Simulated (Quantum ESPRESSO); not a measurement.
# Voltage at the next charge: Ni(100), 5 layers against an electrode

Method. Quantum ESPRESSO 7.5, PBE, GBRV ultrasoft; ESM with bc3, a metal electrode 6.02 Å above the top atoms; cell area 6.195 Å²; ions fixed. V is the potential energy of an electron at the electrode over the slab's Fermi level, divided by e, so that it equals the work function at zero charge; positive charge removes electrons.

| charge (e a cell) | V (V) |
| --- | --- |
| 0 | 4.902 |
| 0.0093 | 6.111 |
| 0.0186 | 7.334 |

**Question.** What is V at a charge of 0.0372 e, and what capacitance do the rows imply?

**Worked estimate.** The last two rows give dV/dq = (7.334 − 6.111)/(0.0186 − 0.0093) = 131.5 V/e, so C = 1602/(6.195 × 131.5) = 1.97 µF/cm², an effective gap of 8.854/1.97 = 4.50 Å. At constant C, V = 7.334 + 131.5 × 0.0186 = 9.78 V.

**Check.** V = 9.813 V; the estimate misses by −0.03 V, 1.3 % of the step. Over the three intervals C goes 1.99, 1.97 and 1.94 µF/cm².

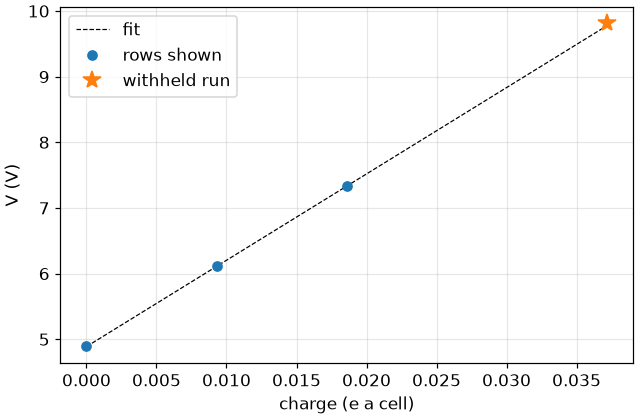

The rows shown, the fit and the withheld run.

Caveats: Vacuum fills the gap; a dielectric or electrolyte would change C. The slab is thin.
